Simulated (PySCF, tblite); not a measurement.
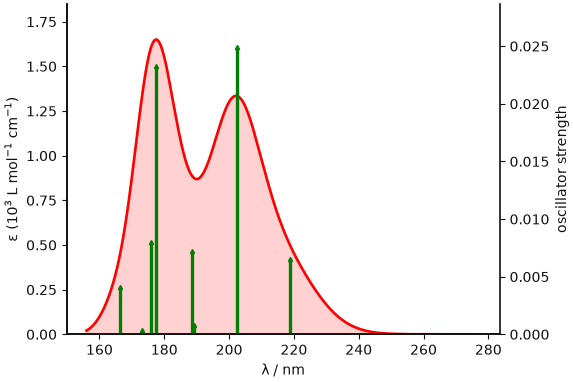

Vertical TDDFT excitations, PBE0/def2-SVPD, PySCF 2.14.0, at a GFN2-xTB geometry (a minimum by its frequencies), gas phase. Only the first 8 singlet excitations are included; each is broadened by a Gaussian of 1/e half-width 0.33 eV. Sticks give oscillator strengths (right axis).

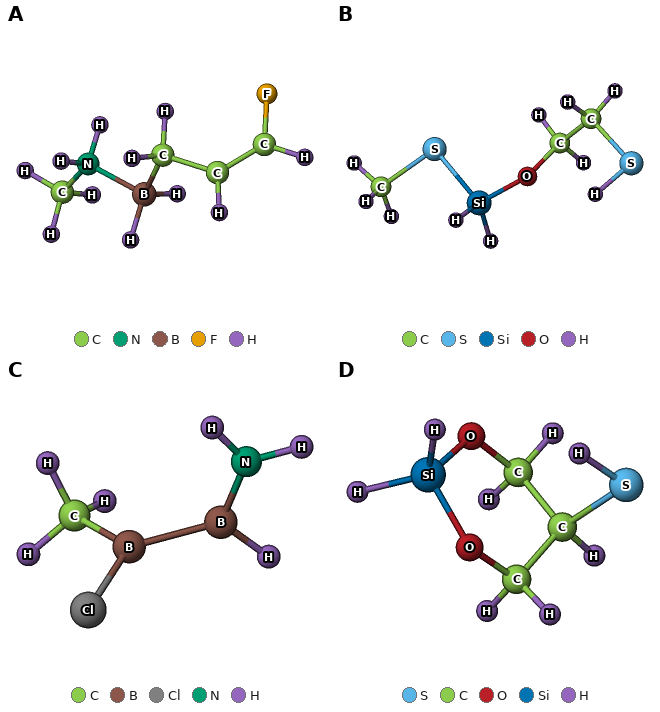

**Whose absorption spectrum is this? Choose among the lettered structures.**

Structure D, C₃H₈O₂SSi, SMILES SC1CO[SiH2]OC1. Its lowest singlet lies at 5.67 eV (f = 0.007) and the brightest of those computed is S2 at 6.12 eV (202 nm), f = 0.025, mainly HOMO → LUMO+2 (64 %).

Known limits of this run: states above the negative HOMO energy depend on the basis; the tight-binding geometry is rougher than a DFT one and adds to the error; one conformer of a flexible molecule; core orbitals are frozen in the response.
